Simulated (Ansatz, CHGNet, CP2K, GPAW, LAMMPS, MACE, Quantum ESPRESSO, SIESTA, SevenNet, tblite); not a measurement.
**Other levels on amorphous 71GeO2-29Lu2O3 (mol %) (61 atoms)**

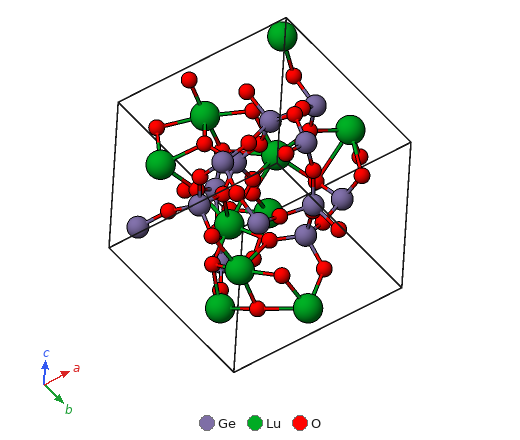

The cell (germanium purple, lutetium green, oxygen red). Some periodic images of atoms are drawn too.

Density of this cell: 5.84 g/cm³. The cell holds 61 atoms: 12 Ge, 10 Lu and 39 O. Cell: a = 9.737 Å, b = 9.737 Å, c = 9.737 Å, α = 90.0°, β = 90.0°, γ = 90.0°. 61 atoms (12 Ge, 10 Er, 39 O) placed at random at 5.59 g/cm³, melted at 5000 K for 10 ps at fixed volume with the Morse and Coulomb pair potential with partial charges (Pedone, Malavasi, Menziani, Cormack and Segre, J. Phys. Chem. B 110, 11780 (2006)). Quenched from 5000 K to 300 K at 20 K/ps and fixed volume, held 10 ps at zero pressure, then minimised at fixed cell. Then Er was replaced by Lu and the cell scaled by 1.003 (the potential has no terms for the new elements, so the cell is a start for a DFT relaxation).

Geometry: as built.

The reference, a calculation:

```
method                                           : Kohn-Sham DFT, PBE, PAW, plane waves (Ansatz 0.2.0); cutoff 420 eV, Γ point, fermi-dirac smearing of 0.05 eV; PAW set soft_2
r.m.s. force component                           : 0.8796 eV/Å
longest force                                    : 2.694 eV/Å
pressure                                         : 0.8971 GPa
gap (highest filled to lowest empty level) : 2.07 eV
SCF cycles                                       : 11
time                                             : 9.4 s on 8 threads of Arm Neoverse V2, shared host
CPU time                                         : 64 s
```

Runs, in no order:
A. QE PBE, sssp-1.3.0-efficiency, 60/480 Ry: Kohn-Sham DFT, PBE, SSSP efficiency 1.3.0 pseudopotentials, plane waves
B. SevenNet l3i5 potential: machine-learned interatomic potential SevenNet l3i5, trained on PBE(+U) plane-wave data
C. CP2K PBE, SZV-MOLOPT-SR, 600/50 Ry, diagonalisation: Kohn-Sham DFT, PBE, GTH-PBE pseudopotentials, Gaussian and plane waves, SZV-MOLOPT-SR-GTH, diagonalisation
D. CP2K PBEsol, PBE potentials, DZVP-MOLOPT-SR, 600/50 Ry, diagonalisation: Kohn-Sham DFT, PBEsol, GTH-PBE pseudopotentials, Gaussian and plane waves, DZVP-MOLOPT-SR-GTH, diagonalisation

Q: Order them from the smallest to the largest r.m.s. force difference.

A, B, D, C.

```
                                                                       run  Δ force, r.m.s. (meV/Å)  share of r.m.s. force (%)  CPU time
                               A. QE PBE, sssp-1.3.0-efficiency, 60/480 Ry                     19.9                       2.26    14 min
                                                B. SevenNet l3i5 potential                     80.1                       9.11     8.1 s
D. CP2K PBEsol, PBE potentials, DZVP-MOLOPT-SR, 600/50 Ry, diagonalisation                      154                       17.5   5.4 min
                    C. CP2K PBE, SZV-MOLOPT-SR, 600/50 Ry, diagonalisation                      678                       77.1   2.3 min
```

Machine-learned potentials mimic data converged in k, so the reference's own k-point error enters their differences. The network of bonds at the start is that of the classical potential that made the cell, and needn't be the one that DFT or experiment would give. The electronic-structure runs sample only Γ, in a cell whose shortest periodic width is 10 Å.

[Logs are printed without paths, hosts, clocks, repeated set-up lines and the standing remarks that a program may print on its own settings, such as how far it seeks lower states.]

[Hosts, paths, dates, database ids (printed as entryN), source tags and the programs' standing remarks are cut or masked in the printed files.]
